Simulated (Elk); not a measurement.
# Energy mapping worked by hand: MnS

Can a spin model with one coupling foretell the energy of a further order of MnS?

Program: Elk 11.2.3 (patched build). Level of theory: PBE with U = 4.00 eV on Mn d; all-electron APW+lo, Dirac cores, scalar-relativistic bands. Results are calculated unless marked as measured.

The database entry behind the starting cell differs from later determinations by our own check (an axis about 0.2 % short against later determinations), so it need not match the best structure at ambient conditions.

## Step 1: The starting structure

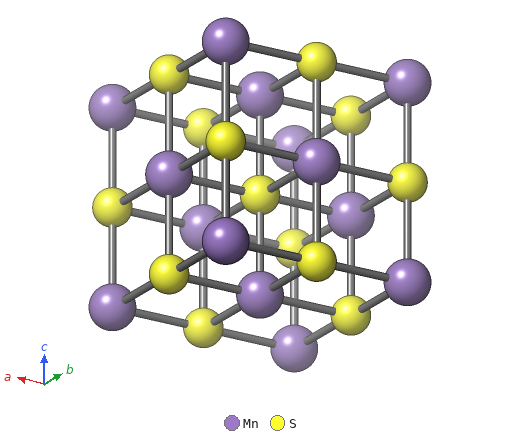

The starting structure, seen from a free direction (manganese light purple, sulfur yellow). This picture shows the conventional cell, with its axes. Some periodic images of atoms are drawn too.

## Step 2: The parallel order

All energies count from this run. A Hubbard term is added for the open shell, at a value in common use.

Moments are seeded by fields in the spheres (the last three columns under atoms), set against the wanted direction and reduced each loop.

elk.in reads:

```
tasks
  0
  33
  73

xctype
  20

rgkmax
  7.0

nempty
  12

swidth
  0.001837

reducebf
  0.6

epsengy
  1e-05

maxscl
  100

lmaxi
  3

lmaxo
  10

lmaxapw
  10

spinpol
  .true.

sppath
  './'

avec
  0.00000000000 4.92179169159 4.92179169159
  4.92179169159 0.00000000000 4.92179169159
  4.92179169159 4.92179169159 0.00000000000

atoms
  2
  'Mn.in'
  1
  0.0000000000 0.0000000000 0.0000000000   0.000000 0.000000 -0.450000
  'S.in'
  1
  0.5000000000 0.5000000000 0.5000000000   0.000000 0.000000 0.000000

ngridk
  8 8 8

dft+u
  1 1
  1 2 0.146997 0.000000

plot3d
  0 0 0
  1 0 0
  0 1 0
  0 0 1
  19 19 19
```

Command:

```console
$ OMP_NUM_THREADS=4 elk
```

Numbers of over 12 decimals in the logs are rounded to 6 here.

Output:

```text
┌─────────────────────────┐
│ Elk code version 11.2.3 │
└─────────────────────────┘

All units are atomic (Hartree, Bohr, etc.)

┌─────────────────────────────────────────────────┐
│ Ground-state run starting from atomic densities │
└─────────────────────────────────────────────────┘

Lattice vectors :
   0.000000000       4.921791692       4.921791692
   4.921791692       0.000000000       4.921791692
   4.921791692       4.921791692       0.000000000

Species : 1 (Mn)
 muffin-tin radius :    2.400000000
[...]
total in muffin-tins        :    38.07515200
 total calculated charge     :    40.99993312
 total charge                :    41.00000000
 error                       :   0.6687597389E-04

Moments :
 interstitial                :   0.2817193142
 muffin-tins
  species : 1 (Mn)
   atom 1                    :    4.612643075
  species : 2 (S)
   atom 1                    :   0.1055589009
 total in muffin-tins        :    4.718201976
 total moment                :    4.999921290

┌──────────────────────────────┐
│ Self-consistent loop stopped │
└──────────────────────────────┘

Wrote STATE.OUT

[key lines of the parts left out:]
total energy                :     -1557.8434896797
```

The job ended after 86 s (4 threads of Arm Neoverse V1, shared host; peak memory 0.28 GiB; 5.2 min of CPU time).

Spin moment in the muffin-tin sphere by atom:

| atom | spin moment in the muffin-tin sphere (μB) |
| --- | --- |
| Mn1 | 4.61 |
| S2 | 0.11 |

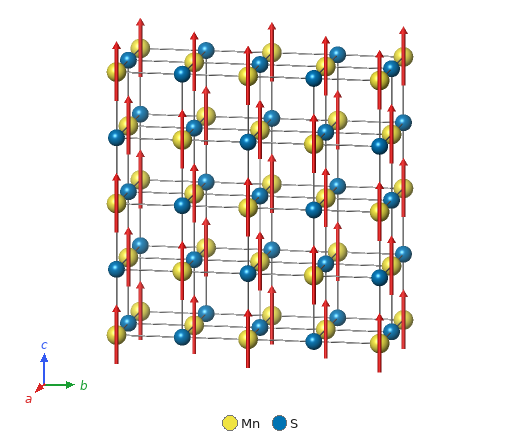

Spin moment in the muffin-tin sphere as arrows, the longest 4.61 μB. Up and down stand for the sign. Arrows give size and sign along the axis of quantisation, drawn up and down the page. 1×2×2 conventional cells are drawn. Some periodic images of atoms are drawn too.

This step gave:

* density of states at the Fermi level: 0.001556 states/eV/cell
* moment between the spheres: 0.2817 μB
* magnetization: 5.000 μB
* final state: ferromagnetic

After 21 cycles the largest moment stands at 4.61 μB.

## Step 3: The orders used for the fit

The other orders were run with the same settings, on meshes that hold the same points. Free energies (smearing 0.05 eV, its entropy term included) are divided by the number of Mn atoms; q is in fractions of the reciprocal vectors of the first run's cell.

| order | atoms | mesh | free energy (eV) | eV per Mn | largest moment (μB) |
| --- | --- | --- | --- | --- | --- |
| F + | 2 | 8×8×8 | -42391.0809 | -42391.0809 | 4.61 |
| AF q=(0,1/2,1/2) +- | 4 | 8×4×8 | -84782.2052 | -42391.1026 | 4.59 |

## Step 4: Counting neighbours

With E = −Σ J e_i·e_j over ordered pairs of unit vectors, turning a neighbour from parallel to opposed costs 2J a Mn atom. So an order lies 2 Σ n J over the parallel one, n being the opposed neighbours in each shell.

| shell | distance (Å) | neighbours | opposed in AF q=(0,1/2,1/2) +- | opposed in AF q=(0,0,1/2) +- |
| --- | --- | --- | --- | --- |
| J1 | 3.68 | 12 | 8 | 6 |
| J2 | 5.21 | 6 | 0 | 6 |

Only J1 is kept.

## Step 5: Solving

```
2 × 8 × J1 = -21.71 meV    (AF q=(0,1/2,1/2) +-)
J1 = -1.36 meV
```

## Step 6: The test

The couplings now give the orders that were left out:

```
2 × 6 × (-1.36) = -16.32 meV    (AF q=(0,0,1/2) +-)
```

The runs themselves:

| order | atoms | mesh | free energy (eV) | eV per Mn | largest moment (μB) | over the parallel order (meV) | foretold (meV) |
| --- | --- | --- | --- | --- | --- | --- | --- |
| AF q=(0,0,1/2) +- | 4 | 8×8×4 | -84782.2720 | -42391.1360 | 4.52 | -55.07 | -16.32 |

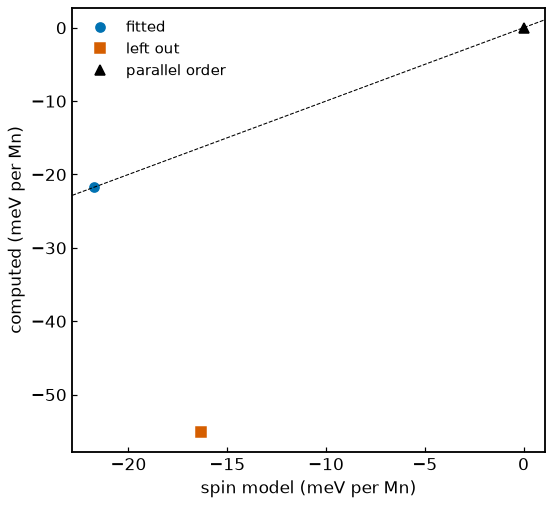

Computed energies of the orders against the model; the dashed line marks agreement.

## Step 7: One more shell

The miss asks for the next shell, which takes one more order into the fit and leaves none for a test.

```
2 × 8 × J1 = -21.71 meV    (AF q=(0,1/2,1/2) +-)
2 × 6 × J1 + 2 × 6 × J2 = -55.07 meV    (AF q=(0,0,1/2) +-)
J1 = -1.36 meV
J2 = -3.23 meV
```

## Step 8: Results

| Item | Value |
| --- | --- |
| J1 (Mn–Mn at 3.68 Å) | -1.36 meV |
| largest miss on the orders left out | 39 meV |
| J1 with 2 shells | -1.36 meV |
| J2 with 2 shells | -3.23 meV |

**Reading.** The model misses the order left out by 39 meV, 70 % of the span of the orders, so it fails: these couplings alone don't describe the crystal. With the next shell added the couplings are J1 = -1.36 and J2 = -3.23 meV, untested. The first dropped shell that the test feels is J2 at 5.21 Å. The site moments spread by 1.9 % over the orders. The couplings are effective ones: further shells with opposed neighbours are folded into them or show in the miss. No mean-field temperature is given: it needs a model that holds, an unfrustrated order and couplings in all three dimensions.

[Logs and program files are shortened in this print: banners, set-up blocks, solver, clock and traceback lines can be left out without a mark of their own.]

[Logs are printed without paths, hosts, clocks, repeated set-up lines and the standing remarks that a program may print on its own settings, such as how far it seeks lower states.]

[Hosts, paths, dates, database ids (printed as entryN), source tags and the programs' standing remarks are cut or masked in the printed files.]

[Where a cell is said to come from a database of computed structures, the database is the Materials Project.]
